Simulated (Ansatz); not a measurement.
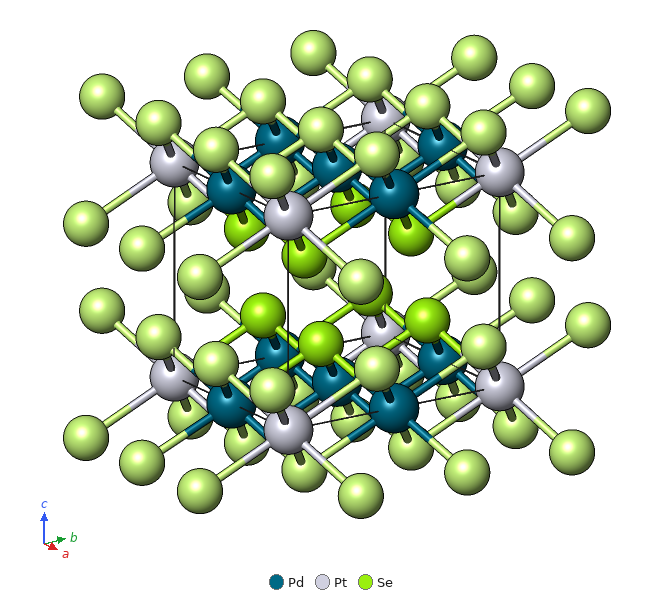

Ball-and-stick representation of a periodic structure, projected slightly off an axis. Lines trace the edges of the conventional unit cell. Bonded atoms from the next cells complete the picture, in fainter colours.

Pd₃PtSe₈, space group P-3m1 (No. 164), a = 7.601 Å, b = 7.601 Å, c = 5.008 Å, α = 90.00°, β = 90.00°, γ = 120.00°. The structure comes from a structure type filled with these elements by a generator (whether the compound takes this form wasn't checked). Earlier steps of the study may have refined or changed the cell and positions. It went into a calculation with Ansatz.

This one geometry was computed with Ansatz (DFT, plane waves, PAW) at three levels of theory: PBE, PBEsol and r2SCAN.

Question: Which level gives the highest pressure at this volume, and what does that say about its equilibrium volume?

Answer: Highest: PBE (0.0 GPa), which points to the largest equilibrium volume. Lowest, with the smallest volume: PBEsol (-4.8 GPa). Levels within 0.5 GPa of each other can't be told apart.

Question: How does the band gap change with the level of theory?

Answer: All levels give a metal.

Question: Collect the results in a table.

Answer:
| level | cutoff (eV) | k-mesh of the run's cell | gap (eV) | pressure (GPa) |
| --- | --- | --- | --- | --- |
| PBE | 420 | 6×6×8 | metal | 0.0 |
| PBEsol | 420 | 6×6×8 | metal | -4.8 |
| r2SCAN | 500 | 6×6×8 | metal | -2.0 |

Gaps are taken on the k-mesh or band path of each run.
